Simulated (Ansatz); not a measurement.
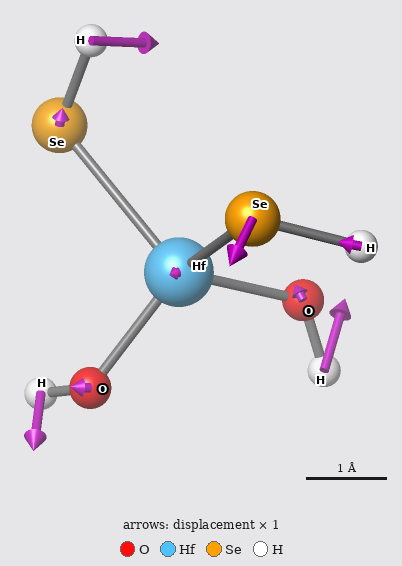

This is a relaxation of HfH₄Se₂O₂. The starting structure is drawn; purple arrows show the displacements, at their true length. The two geometries are superimposed by the best rigid fit.

A ball-and-stick model, seen at a tilt.

The start comes from GFN2-xTB.

Level of theory: RKS PBE0-D4/def2-TZVP in Ansatz. Settings: force threshold 0.005 eV/Å; at most 150 steps.

> Which element moves most?

Hydrogen: up to 1.08 Å, against 0.74 Å for selenium.

> Describe the change and its energy.

An H atom moves most after the best rigid fit: 1.08 Å. Largest moves by element: H 1.08 Å, Se 0.74 Å, O 0.27 Å, Hf 0.14 Å. Near-neighbour distances that change, for instance: Hf–Se 2.488 → 2.599 Å, H–Se 1.424 → 1.471 Å, Hf–O 1.857 → 1.903 Å, H–O 0.963 → 0.952 Å. Among the angles between lasting bonds that change: Hf–O–H 122.5° → 166.9°, Hf–O–H 122.9° → 164.5°, O–Hf–Se 123.0° → 108.8°. Groups turn about Hf–Se by about 45°, Hf–Se by about 30°. The energy falls by 85.3 kJ/mol in 17 accepted moves (19 points after the start). Largest force component: 2.3 eV/Å at the start, 0.0023 eV/Å at the end. The line search rejected the trial steps at points 7, 13 of the run.
